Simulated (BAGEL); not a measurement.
# triplet C2HF5 at 4 levels

Wanted: a comparison of 4 runs (UHF/STO-3G, ROHF/6-31G*, UHF/6-31G*, ROHF/cc-pVDZ) of triplet C2HF5. 

Program for the calculation: BAGEL 1.2.2.

### Step 1. Starting point

C2HF5 has 8 atoms, charge 0, and is taken as a triplet. SMILES of the parent species: `FC(F)C(F)(F)F`. The shape is that of a PBE0-D4/def2-TZVP optimisation. That shape belongs to the parent species and isn't relaxed for this state.

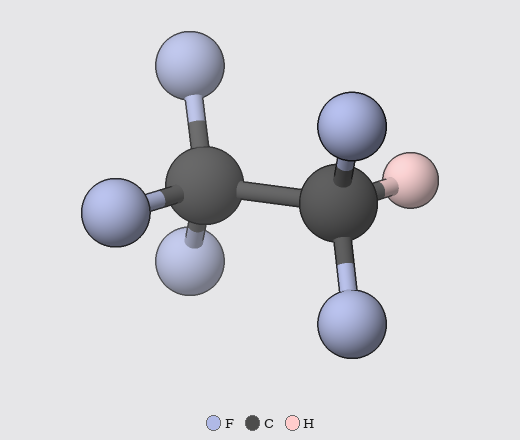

Viewed from a chosen angle; fluorine light blue, carbon dark grey, hydrogen pink.

### Step 2. A single-point energy at UHF/STO-3G (density fitting with cc-pvqz-jkfit) (run 1)

hf.json reads:

```json
{ "bagel": [

{
  "title": "molecule",
  "basis": "sto-3g",
  "df_basis": "cc-pvqz-jkfit",
  "angstrom": "true",
  "geometry": [
    { "atom": "F", "xyz": [    1.108900,   -0.553860,    1.234420 ] },
    { "atom": "C", "xyz": [    0.191970,   -0.710550,    0.267130 ] },
    { "atom": "F", "xyz": [   -0.910270,   -1.264250,    0.795780 ] },
    { "atom": "C", "xyz": [   -0.167930,    0.666540,   -0.306450 ] },
    { "atom": "F", "xyz": [    0.918210,    1.227580,   -0.833280 ] },
    { "atom": "F", "xyz": [   -0.654150,    1.470010,    0.628030 ] },
    { "atom": "F", "xyz": [   -1.077870,    0.524920,   -1.267700 ] },
    { "atom": "H", "xyz": [    0.591130,   -1.360390,   -0.517920 ] }
  ]
},
{ "title": "uhf", "nopen": 2 },
{ "title": "print", "file": "orbitals.molden", "orbitals": "true" }

]}
```

Launch:

```sh
$ BAGEL_NUM_THREADS=1 BAGEL hf.json > hf.out
```

Standard output:

```text
* using 1 threads per process

  ===============================================================
  ===============================================================

  *** Geometry ***

  { "atom" : "F", "xyz" : [      2.095517,     -1.046644,      2.332716 ] },
  { "atom" : "C", "xyz" : [      0.362771,     -1.342745,      0.504803 ] },
  { "atom" : "F", "xyz" : [     -1.720161,     -2.389086,      1.503806 ] },
  { "atom" : "C", "xyz" : [     -0.317342,      1.259578,     -0.579107 ] },
  { "atom" : "F", "xyz" : [      1.735165,      2.319790,     -1.574671 ] },
  { "atom" : "F", "xyz" : [     -1.236164,      2.777916,      1.186805 ] },
  { "atom" : "F", "xyz" : [     -2.036879,      0.991955,     -2.395606 ] },
  { "atom" : "H", "xyz" : [      1.117074,     -2.570765,     -0.978727 ] },

  Number of auxiliary basis functions:      793

  Since a DF basis is specified, we compute 2- and 3-index integrals:
    o Being stored without compression. Storage requirement is 0.008 GB

  Number of basis functions:       36
  Number of electrons      :       58

    * METHOD: MOLECULE                             0.77

  *** Open-shell HF ***

  === Nuclear Repulsion ===
   360.7080805058

      * DIIS with orbital gradients will be used.

  === UHF iteration (sto-3g) ===
      0       -564.82669074          0.04821755           0.17
      1       -565.04652391          0.01712003           0.16
      2       -565.07354235          0.00603017           0.17
      3       -565.07804480          0.00155721           0.17
      4       -565.08028330          0.00098165           0.16
      5       -565.08201085          0.00057677           0.15
      6       -565.08277081          0.00036188           0.14
      7       -565.08312400          0.00018899           0.15
      8       -565.08320883          0.00009138           0.16
      9       -565.08322426          0.00005073           0.14
[... 19 lines of this table left out ...]
     29       -565.08323192          0.00000003           0.15
     30       -565.08323192          0.00000002           0.17
     31       -565.08323192          0.00000001           0.15
     32       -565.08323192          0.00000001           0.15
    * SCF iteration converged.

    * S^2 (UHF) is 2.0195

    * Permanent dipole moment:
           (   -0.075083,     0.179629,     0.054468) a.u.

    * METHOD: UHF                                  5.24

    * METHOD: PRINT                                0.00

  ===============================================================
```

Wall time 6.3 s (1 thread of Arm Neoverse V1, shared host); peak memory 0.091 GiB.

### Step 3. A single-point energy at ROHF/6-31G(d) (density fitting with cc-pvqz-jkfit, spherical functions) (run 2)

hf.json reads:

```json
{ "bagel" : [

{
  "title" : "molecule",
  "basis" : "6-31gs.json",
  "df_basis" : "cc-pvqz-jkfit",
  "angstrom" : true,
  "geometry" : [
    { "atom" : "F", "xyz" : [       1.108900,      -0.553860,       1.234420 ] },
    { "atom" : "C", "xyz" : [       0.191970,      -0.710550,       0.267130 ] },
    { "atom" : "F", "xyz" : [      -0.910270,      -1.264250,       0.795780 ] },
    { "atom" : "C", "xyz" : [      -0.167930,       0.666540,      -0.306450 ] },
    { "atom" : "F", "xyz" : [       0.918210,       1.227580,      -0.833280 ] },
    { "atom" : "F", "xyz" : [      -0.654150,       1.470010,       0.628030 ] },
    { "atom" : "F", "xyz" : [      -1.077870,       0.524920,      -1.267700 ] },
    { "atom" : "H", "xyz" : [       0.591130,      -1.360390,      -0.517920 ] }
  ]
},

{ "title" : "rohf", "nopen" : 2 },

{ "title" : "print", "file" : "orbitals.molden", "orbitals" : true }

]}
```

The basis set 6-31G* is read from a file made from the Basis Set Exchange's data (not shown).

Launch:

```sh
$ BAGEL_NUM_THREADS=1 BAGEL hf.json > hf.out
```

Standard output:

```text
* using 1 threads per process

  ===============================================================
  ===============================================================

  *** Geometry ***

  { "atom" : "F", "xyz" : [      2.095517,     -1.046644,      2.332716 ] },
  { "atom" : "C", "xyz" : [      0.362771,     -1.342745,      0.504803 ] },
  { "atom" : "F", "xyz" : [     -1.720161,     -2.389086,      1.503806 ] },
  { "atom" : "C", "xyz" : [     -0.317342,      1.259578,     -0.579107 ] },
  { "atom" : "F", "xyz" : [      1.735165,      2.319790,     -1.574671 ] },
  { "atom" : "F", "xyz" : [     -1.236164,      2.777916,      1.186805 ] },
  { "atom" : "F", "xyz" : [     -2.036879,      0.991955,     -2.395606 ] },
  { "atom" : "H", "xyz" : [      1.117074,     -2.570765,     -0.978727 ] },

  Number of auxiliary basis functions:      793

  Since a DF basis is specified, we compute 2- and 3-index integrals:
    o Being stored without compression. Storage requirement is 0.063 GB

  Number of basis functions:      100
  Number of electrons      :       58

    * METHOD: MOLECULE                             0.89

  *** Open-shell HF ***

  === Nuclear Repulsion ===
   360.7080805058

      * DIIS with orbital gradients will be used.

  === ROHF iteration (6-31gs.json) ===
      0       -572.67217292          0.04747846           0.47
      1       -572.87409020          0.03589419           0.47
      2       -572.96834046          0.02485641           0.45
      3       -573.05745902          0.00103562           0.50
      4       -573.05799528          0.00059379           0.52
      5       -573.05826732          0.00036847           0.50
      6       -573.05849700          0.00022911           0.47
      7       -573.05864638          0.00014425           0.48
      8       -573.05873291          0.00009369           0.44
      9       -573.05877655          0.00006341           0.46
[... 21 lines of this table left out ...]
     31       -573.05881031          0.00000002           0.49
     32       -573.05881031          0.00000001           0.47
     33       -573.05881031          0.00000001           0.47
     34       -573.05881031          0.00000001           0.47
    * SCF iteration converged.

    * S^2 (ROHF) is 2.0000

    * Permanent dipole moment:
           (   -0.200921,     0.315131,     0.413980) a.u.

    * METHOD: ROHF                                17.30

    * METHOD: PRINT                                0.03

  ===============================================================
```

Wall time 19 s (1 thread of Arm Neoverse V1, shared host); peak memory 0.21 GiB.

### Step 4. The energy at UHF/6-31G(d) (density fitting with cc-pvqz-jkfit, spherical functions) (run 3)

calc.json reads:

```json
{ "bagel": [

{
  "title": "molecule",
  "basis": "6-31gs.json",
  "df_basis": "cc-pvqz-jkfit",
  "angstrom": true,
  "geometry": [
    { "atom": "F", "xyz": [       1.108900,      -0.553860,       1.234420 ] },
    { "atom": "C", "xyz": [       0.191970,      -0.710550,       0.267130 ] },
    { "atom": "F", "xyz": [      -0.910270,      -1.264250,       0.795780 ] },
    { "atom": "C", "xyz": [      -0.167930,       0.666540,      -0.306450 ] },
    { "atom": "F", "xyz": [       0.918210,       1.227580,      -0.833280 ] },
    { "atom": "F", "xyz": [      -0.654150,       1.470010,       0.628030 ] },
    { "atom": "F", "xyz": [      -1.077870,       0.524920,      -1.267700 ] },
    { "atom": "H", "xyz": [       0.591130,      -1.360390,      -0.517920 ] }
  ]
},

{ "title": "uhf", "nopen": 2 },

{ "title": "print", "file": "orbitals.molden", "orbitals": true }

]}
```

The basis set 6-31G* is read from a file made from the Basis Set Exchange's data (not shown).

Launch:

```sh
$ BAGEL_NUM_THREADS=1 BAGEL calc.json > calc.out
```

Standard output:

```text
* using 1 threads per process

  ===============================================================
  ===============================================================

  *** Geometry ***

  { "atom" : "F", "xyz" : [      2.095517,     -1.046644,      2.332716 ] },
  { "atom" : "C", "xyz" : [      0.362771,     -1.342745,      0.504803 ] },
  { "atom" : "F", "xyz" : [     -1.720161,     -2.389086,      1.503806 ] },
  { "atom" : "C", "xyz" : [     -0.317342,      1.259578,     -0.579107 ] },
  { "atom" : "F", "xyz" : [      1.735165,      2.319790,     -1.574671 ] },
  { "atom" : "F", "xyz" : [     -1.236164,      2.777916,      1.186805 ] },
  { "atom" : "F", "xyz" : [     -2.036879,      0.991955,     -2.395606 ] },
  { "atom" : "H", "xyz" : [      1.117074,     -2.570765,     -0.978727 ] },

  Number of auxiliary basis functions:      793

  Since a DF basis is specified, we compute 2- and 3-index integrals:
    o Being stored without compression. Storage requirement is 0.063 GB

  Number of basis functions:      100
  Number of electrons      :       58

    * METHOD: MOLECULE                             0.92

  *** Open-shell HF ***

  === Nuclear Repulsion ===
   360.7080805058

      * DIIS with orbital gradients will be used.

  === UHF iteration (6-31gs.json) ===
      0       -572.67217292          0.04747846           0.50
      1       -572.88298406          0.03560078           0.48
      2       -572.97950793          0.02434133           0.47
      3       -573.06450302          0.00098173           0.51
      4       -573.06541434          0.00052365           0.56
      5       -573.06569253          0.00034732           0.52
      6       -573.06595329          0.00021845           0.52
      7       -573.06611519          0.00013167           0.50
      8       -573.06619486          0.00008527           0.47
      9       -573.06622393          0.00006695           0.50
[... 27 lines of this table left out ...]
     37       -573.06626586          0.00000002           0.47
     38       -573.06626586          0.00000002           0.51
     39       -573.06626586          0.00000001           0.51
     40       -573.06626586          0.00000001           0.53
    * SCF iteration converged.

    * S^2 (UHF) is 2.0163

    * Permanent dipole moment:
           (   -0.202656,     0.332331,     0.394300) a.u.

    * METHOD: UHF                                 20.21

    * METHOD: PRINT                                0.03

  ===============================================================
```

Wall time 22 s (1 thread of Arm Neoverse V1, shared host); peak memory 0.21 GiB.

### Step 5. The energy at ROHF/cc-pVDZ (density fitting with cc-pvqz-jkfit) (run 4)

Edit calc.json of step 4 so:

```diff
@@ -4,3 +4,3 @@
   "title": "molecule",
-  "basis": "6-31gs.json",
+  "basis": "cc-pvdz.json",
   "df_basis": "cc-pvqz-jkfit",
@@ -19,5 +19,12 @@
 
-{ "title": "uhf", "nopen": 2 },
+{
+  "title": "rohf",
+  "nopen": 2
+},
 
-{ "title": "print", "file": "orbitals.molden", "orbitals": true }
+{
+  "title": "print",
+  "file": "orbitals.molden",
+  "orbitals": true
+}
```

The basis set cc-pVDZ is read from a file made from the Basis Set Exchange's data (not shown).

Launch:

```sh
$ BAGEL_NUM_THREADS=1 BAGEL calc.json > calc.out
```

Standard output:

```text
* using 1 threads per process

  ===============================================================
  ===============================================================

  *** Geometry ***

  { "atom" : "F", "xyz" : [      2.095517,     -1.046644,      2.332716 ] },
  { "atom" : "C", "xyz" : [      0.362771,     -1.342745,      0.504803 ] },
  { "atom" : "F", "xyz" : [     -1.720161,     -2.389086,      1.503806 ] },
  { "atom" : "C", "xyz" : [     -0.317342,      1.259578,     -0.579107 ] },
  { "atom" : "F", "xyz" : [      1.735165,      2.319790,     -1.574671 ] },
  { "atom" : "F", "xyz" : [     -1.236164,      2.777916,      1.186805 ] },
  { "atom" : "F", "xyz" : [     -2.036879,      0.991955,     -2.395606 ] },
  { "atom" : "H", "xyz" : [      1.117074,     -2.570765,     -0.978727 ] },

  Number of auxiliary basis functions:      793

  Since a DF basis is specified, we compute 2- and 3-index integrals:
    o Being stored without compression. Storage requirement is 0.067 GB

  Number of basis functions:      103
  Number of electrons      :       58

    * METHOD: MOLECULE                             0.79

  *** Open-shell HF ***

  === Nuclear Repulsion ===
   360.7080805058

      * DIIS with orbital gradients will be used.

  === ROHF iteration (cc-pvdz.json) ===
      0       -572.72150140          0.03444266           0.46
      1       -572.91923951          0.02798340           0.46
      2       -573.00957962          0.01903746           0.45
      3       -573.09487376          0.00090493           0.47
      4       -573.09535166          0.00048759           0.46
      5       -573.09560861          0.00032092           0.49
      6       -573.09583476          0.00021373           0.48
      7       -573.09602284          0.00014331           0.49
      8       -573.09612916          0.00009912           0.51
      9       -573.09620029          0.00006090           0.52
[... 70 lines of this table left out ...]
     80       -573.09624428          0.00000001           0.51
     81       -573.09624428          0.00000002           0.53
     82       -573.09624428          0.00000001           0.57
     83       -573.09624428          0.00000001           0.55
    * SCF iteration converged.

    * S^2 (ROHF) is 2.0000

    * Permanent dipole moment:
           (   -0.215776,     0.351511,     0.432013) a.u.

    * METHOD: ROHF                                42.87

    * METHOD: PRINT                                0.03

  ===============================================================
```

Run time: 44 s. Hardware: 1 thread of Arm Neoverse V1, shared host; peak memory 0.22 GiB.

### Step 6. Overview of the runs

```tsv
run	level	energy (Eh)	dipole moment (D)	⟨S²⟩	wall time
1	UHF/STO-3G (density fitting with cc-pvqz-jkfit)	-565.083232	0.51	2.019	6.3 s
2	ROHF/6-31G* (density fitting with cc-pvqz-jkfit, spherical functions)	-573.058810	1.42	2.000	19 s
3	UHF/6-31G* (density fitting with cc-pvqz-jkfit, spherical functions)	-573.066266	1.41	2.016	22 s
4	ROHF/cc-pVDZ (density fitting with cc-pvqz-jkfit)	-573.096244	1.52	2.000	44 s
```

### Step 7. Results

```
            quantity          value
 run 4: total energy  -573.09624 Eh
run 4: dipole moment         1.52 D
         run 4: ⟨S²⟩          2.000
```

The dipole moment (its size) runs from 0.51 D (UHF/STO-3G) to 1.52 D (ROHF/cc-pVDZ). The two ends differ in method and basis. In run 1 the basis is minimal, so the values are rough. All runs together took 91 s, the longest 44 s.
